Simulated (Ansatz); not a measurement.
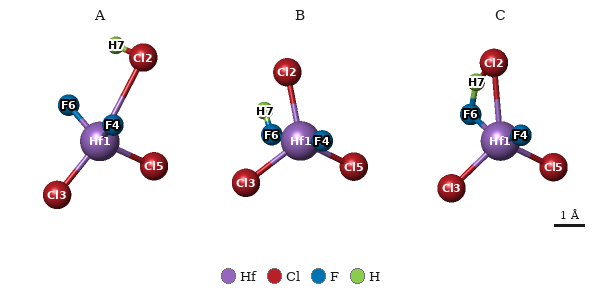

3 geometries from a converged minimum-energy path of HfHCl$_{3}$F$_{2}$, made up at the start of HfCl3F and HF, shuffled. Style: ball-and-stick. Shown from a free direction.

Computed with Ansatz, RHF/def2-SVP. Run with 5 movable images; climbing image; force threshold 0.05 eV/Å; iteration limit 60; starting path through a guess of the saddle point.

> Which frame is the transition state?

C. In order along the path, whose images run from 0 to 6: B (image 0, 0.00 eV), C (image 3, +0.85 eV), A (image 6, +0.04 eV). A hydrogen atom shifts from one atom to another. Breaking: F6–H7 (0.91 → 1.22 at the top → 2.61 Å). Forming: Cl2–H7 (2.76 → 1.48 at the top → 1.28 Å).

Limits of the set-up: Hartree-Fock leaves out electron correlation.
